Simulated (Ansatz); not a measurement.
Geometry relaxation of TiH2OF4 (part 1 of 2)

System: TiH2OF4.
Method: RKS PBE0-D4/def2-TZVP (Ansatz 0.2.0).

The geometry is a transition state displaced along its imaginary mode. The reaction was set up to form Ti1–O7 and F2–H6 and to break Ti1–F2 and H6–O7 (atoms counted from 1 in the order of the input); sticks are drawn by distance alone. Figures and captions count atoms from 1; the log counts them from 0 in places.

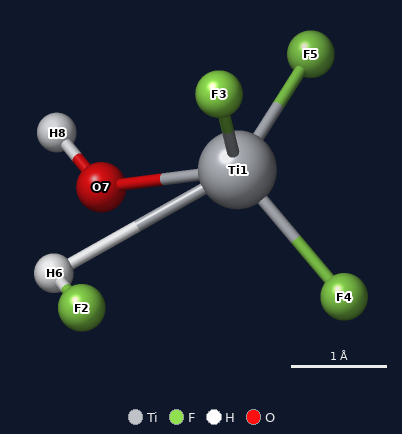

*The starting structure (ball-and-stick view, seen at a tilt; atoms are numbered from 1 in the order of the input). Sticks mark near contacts.*

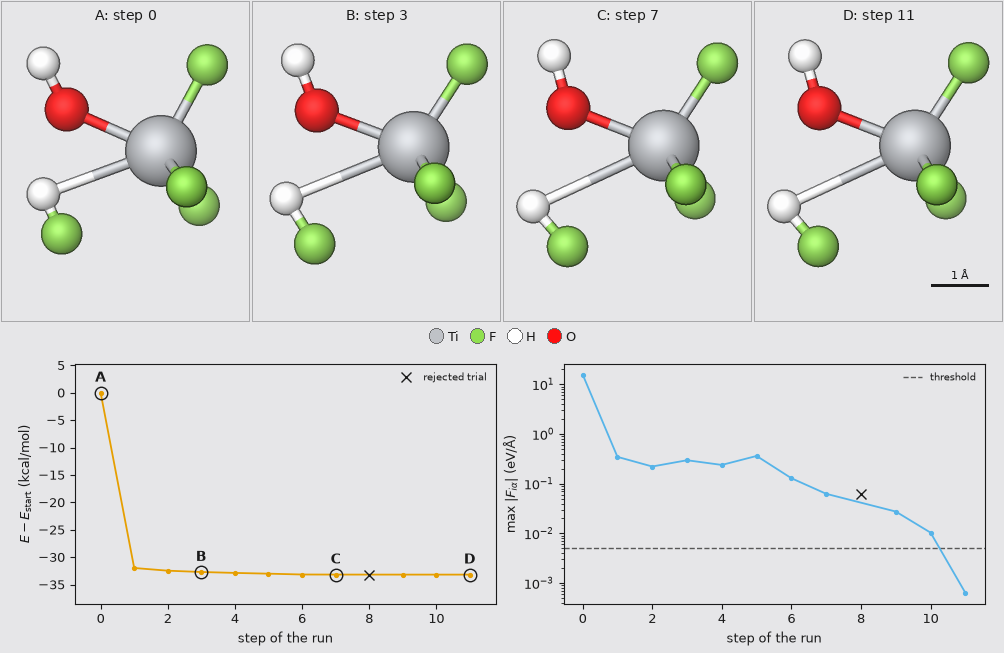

*Frames of the relaxation (ball-and-stick view, seen at a tilt) above the curves, on which the letters mark them (the first geometry is step 0 here and step 1 in the log).*

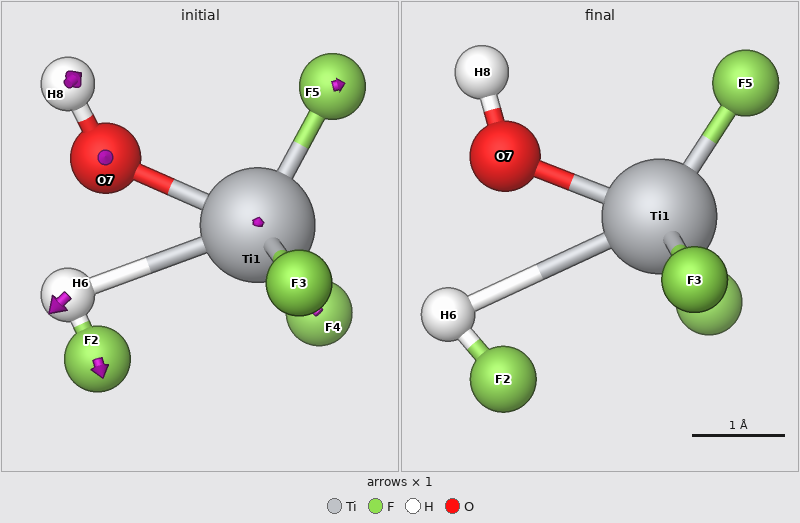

*Before (left) and after (right) the relaxation, at one scale (ball-and-stick view, seen at a tilt). The pink arrows give the displacements, at true length.*

Over 11 geometry steps the energy falls by 33.2 kcal/mol. The largest force component goes from 16 to 0.00064 eV/Å. The line search rejected the trial step at point 8 (counted from 0) and went back. The largest move after the best rigid fit is that of H6, 0.31 Å. Largest moves by element: H 0.31 Å, F 0.23 Å, O 0.16 Å, Ti 0.10 Å. Among the contacts that change: Ti1–H6 2.218 → 2.555 Å, F2–H6 0.774 → 0.937 Å, Ti1–O7 1.842 → 1.822 Å, O7–H8 0.941 → 0.960 Å. Among the angles that change: Ti1–H6–F2 85.4° → 74.5°, F5–Ti1–H6 138.5° → 147.7°, Ti1–O7–H8 135.1° → 127.1°. (Atoms are counted from 1 in the order of the input.)

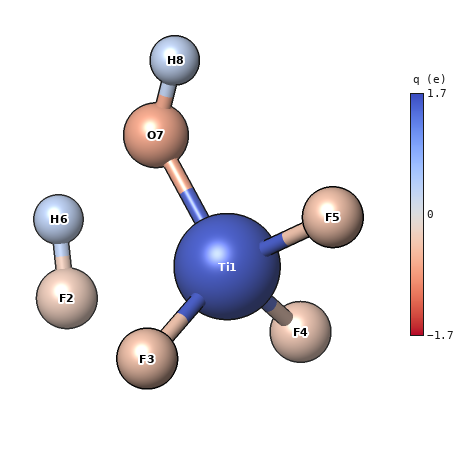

*Mulliken charges, as the colour of each atom (ball-and-stick view, seen at a tilt; atoms are numbered from 1 in the order of the input).*

By element: Ti +1.58, F −0.42 to −0.36, H +0.36 to +0.43 and O −0.77 e.

The input that produced these results follows, with the program's output.

## Input file
```yaml
crystal:
  periodic: [false, false, false]
  atoms:
    - {symbol: Ti, position_ang: [-0.496205, -0.015063, -0.500491]}
    - {symbol: F, position_ang: [0.522855, -1.396309, 1.016458]}
    - {symbol: F, position_ang: [0.158509, -1.060458, -1.755602]}
    - {symbol: F, position_ang: [-2.028964, -0.612577, 0.095387]}
    - {symbol: F, position_ang: [-0.844310, 1.440310, -1.365333]}
    - {symbol: H, position_ang: [0.863369, -0.707348, 1.109813]}
    - {symbol: O, position_ang: [0.618449, 0.808251, 0.713342]}
    - {symbol: H, position_ang: [1.206296, 1.543094, 0.686426]}
basis:
  gaussian: {orbitals: def2-TZVP}
hamiltonian: {xc: pbe0, dispersion: d4}
relax: {f_tol: 0.005, max_steps: 200}
```

Command:
```bash
ansatz run in.yaml --threads 8 --pin off --events-out ev --progress --plain --max-ram 19148MiB
```

## Output
```
Functional definition: PBE0
  name "PBE0"
  cite "Adamo & Barone, J. Chem. Phys. 110, 6158 (1999) doi:10.1063/1.478522"
  cite "Perdew, Burke & Ernzerhof, Phys. Rev. Lett. 77, 3865 (1996) doi:10.1103/PhysRevLett.77.3865"
  parent pbe
  parameter a = 0.25
  parameter kappa = 0.804
  parameter beta = 0.06672455060314922
  exchange = (1 - a)*pbe_x(kappa = kappa, mu = beta*pi^2/3) + a*exact_x
  correlation = pbe_c(beta = beta)
1329 factors; their error is unknown
mean field evaluation 1: about -36044.4440 eV, gradient 9.0e1 eV
mean field evaluation 2: about -35813.7495 eV, gradient 4.3e2 eV
mean field evaluation 4: about -36055.8395 eV, gradient 1.8e1 eV
mean field evaluation 8: about -36056.3612 eV, gradient 7.5e-2 eV
mean field evaluation 16: about -36056.5317 eV, gradient 5.3e-4 eV
mean field -36056.53165128 eV, -1325.0530981897 hartree, gradient 1.7e-5 eV, S^2 0.000000; 0 other end points of the search recorded, 0 dependent functions left out
the calculation of the forces begins
reference -36056.53169040 eV, -1325.0530996272 hartree; 34, 34 occupied and 178, 178 virtual orbitals, 1329 factors
relax step   1: F+E_penalty+E_count = -36056.65702280 eV  Δ(F+E_penalty+E_count) = +0.000e0 eV  max|allowed force component| = 1.578e1 eV/Å  Δτ_max = 0.0000 Å  (31 SCF iters, accepted)
these checks for a lower state are left out or cut short: starts, cluster_reference, orbital_swaps, neighbouring_geometries, increment
1329 factors; their error is unknown
mean field -36057.91869738 eV, -1325.1040711935 hartree, gradient 1.6e-5 eV, S^2 0.000000; 0 other end points of the search recorded, 0 dependent functions left out
the calculation of the forces begins
reference -36057.91873703 eV, -1325.1040726507 hartree; 34, 34 occupied and 178, 178 virtual orbitals, 1329 factors
relax step   2: F+E_penalty+E_count = -36058.04367532 eV  Δ(F+E_penalty+E_count) = -1.387e0 eV  max|allowed force component| = 3.477e-1 eV/Å  Δτ_max = 0.1666 Å  (40 SCF iters, accepted)
these checks for a lower state are left out or cut short: starts, cluster_reference, orbital_swaps, neighbouring_geometries, increment
1329 factors; their error is unknown
mean field evaluation 32: about -36057.9402 eV, gradient 3.7e-3 eV
mean field -36057.94021145 eV, -1325.1048618211 hartree, gradient 9.2e-6 eV, S^2 0.000000; 0 other end points of the search recorded, 0 dependent functions left out
the calculation of the forces begins
reference -36057.94025117 eV, -1325.1048632807 hartree; 34, 34 occupied and 178, 178 virtual orbitals, 1329 factors
relax step   3: F+E_penalty+E_count = -36058.06502826 eV  Δ(F+E_penalty+E_count) = -2.135e-2 eV  max|allowed force component| = 2.224e-1 eV/Å  Δτ_max = 0.0640 Å  (35 SCF iters, accepted)
these checks for a lower state are left out or cut short: starts, cluster_reference, orbital_swaps, neighbouring_geometries, increment
1329 factors; their error is unknown
mean field -36057.95080214 eV, -1325.1052510216 hartree, gradient 1.4e-5 eV, S^2 0.000000; 0 other end points of the search recorded, 0 dependent functions left out
the calculation of the forces begins
reference -36057.95084169 eV, -1325.1052524752 hartree; 34, 34 occupied and 178, 178 virtual orbitals, 1329 factors
relax step   4: F+E_penalty+E_count = -36058.07542246 eV  Δ(F+E_penalty+E_count) = -1.039e-2 eV  max|allowed force component| = 2.974e-1 eV/Å  Δτ_max = 0.0395 Å  (35 SCF iters, accepted)
these checks for a lower state are left out or cut short: starts, cluster_reference, orbital_swaps, neighbouring_geometries, increment
1329 factors; their error is unknown
mean field -36057.95807077 eV, -1325.1055181389 hartree, gradient 1.6e-5 eV, S^2 0.000000; 0 other end points of the search recorded, 0 dependent functions left out
the calculation of the forces begins
reference -36057.95811032 eV, -1325.1055195924 hartree; 34, 34 occupied and 178, 178 virtual orbitals, 1329 factors
relax step   5: F+E_penalty+E_count = -36058.08266358 eV  Δ(F+E_penalty+E_count) = -7.241e-3 eV  max|allowed force component| = 2.393e-1 eV/Å  Δτ_max = 0.0370 Å  (34 SCF iters, accepted)
these checks for a lower state are left out or cut short: starts, cluster_reference, orbital_swaps, neighbouring_geometries, increment
1329 factors; their error is unknown
mean field -36057.96413629 eV, -1325.1057410427 hartree, gradient 2.0e-5 eV, S^2 0.000000; 0 other end points of the search recorded, 0 dependent functions left out
the calculation of the forces begins
reference -36057.96417588 eV, -1325.1057424977 hartree; 34, 34 occupied and 178, 178 virtual orbitals, 1329 factors
relax step   6: F+E_penalty+E_count = -36058.08863260 eV  Δ(F+E_penalty+E_count) = -5.969e-3 eV  max|allowed force component| = 3.627e-1 eV/Å  Δτ_max = 0.0582 Å  (33 SCF iters, accepted)
these checks for a lower state are left out or cut short: starts, cluster_reference, orbital_swaps, neighbouring_geometries, increment
1329 factors; their error is unknown
mean field -36057.97081703 eV, -1325.1059865556 hartree, gradient 2.5e-5 eV, S^2 0.000000; 0 other end points of the search recorded, 0 dependent functions left out
the calculation of the forces begins
reference -36057.97085672 eV, -1325.1059880141 hartree; 34, 34 occupied and 178, 178 virtual orbitals, 1329 factors
relax step   7: F+E_penalty+E_count = -36058.09522905 eV  Δ(F+E_penalty+E_count) = -6.596e-3 eV  max|allowed force component| = 1.292e-1 eV/Å  Δτ_max = 0.0597 Å  (33 SCF iters, accepted)
these checks for a lower state are left out or cut short: starts, cluster_reference, orbital_swaps, neighbouring_geometries, increment
1329 factors; their error is unknown
mean field evaluation 64: about -36057.7987 eV, gradient 1.7e-2 eV
mean field -36057.97133035 eV, -1325.1060054196 hartree, gradient 1.7e-5 eV, S^2 0.000000; 0 other end points of the search recorded, 0 dependent functions left out
the calculation of the forces begins
reference -36057.97137013 eV, -1325.1060068814 hartree; 34, 34 occupied and 178, 178 virtual orbitals, 1329 factors
relax step   8: F+E_penalty+E_count = -36058.09580362 eV  Δ(F+E_penalty+E_count) = -5.746e-4 eV  max|allowed force component| = 6.277e-2 eV/Å  Δτ_max = 0.0280 Å  (34 SCF iters, accepted)
these checks for a lower state are left out or cut short: starts, cluster_reference, orbital_swaps, neighbouring_geometries, increment
1329 factors; their error is unknown
mean field -36057.97133997 eV, -1325.1060057729 hartree, gradient 2.0e-5 eV, S^2 0.000000; 0 other end points of the search recorded, 0 dependent functions left out
the calculation of the forces begins
reference -36057.97137974 eV, -1325.1060072348 hartree; 34, 34 occupied and 178, 178 virtual orbitals, 1329 factors
relax step   9: F+E_penalty+E_count = -36058.09580128 eV  Δ(F+E_penalty+E_count) = +2.334e-6 eV  max|allowed force component| = 6.352e-2 eV/Å  Δτ_max = 0.0073 Å  (36 SCF iters, rejected (line search))
these checks for a lower state are left out or cut short: starts, cluster_reference, orbital_swaps, neighbouring_geometries, increment
1329 factors; their error is unknown
mean field -36057.97161480 eV, -1325.1060158729 hartree, gradient 2.0e-5 eV, S^2 0.000000; 0 other end points of the search recorded, 0 dependent functions left out
the calculation of the forces begins
reference -36057.97165457 eV, -1325.1060173345 hartree; 34, 34 occupied and 178, 178 virtual orbitals, 1329 factors
relax step  10: F+E_penalty+E_count = -36058.09605803 eV  Δ(F+E_penalty+E_count) = -2.544e-4 eV  max|allowed force component| = 2.759e-2 eV/Å  Δτ_max = 0.0036 Å  (35 SCF iters, accepted)
these checks for a lower state are left out or cut short: starts, cluster_reference, orbital_swaps, neighbouring_geometries, increment
1329 factors; their error is unknown
mean field -36057.97169114 eV, -1325.1060186784 hartree, gradient 2.0e-5 eV, S^2 0.000000; 0 other end points of the search recorded, 0 dependent functions left out
the calculation of the forces begins
reference -36057.97173091 eV, -1325.1060201397 hartree; 34, 34 occupied and 178, 178 virtual orbitals, 1329 factors
```
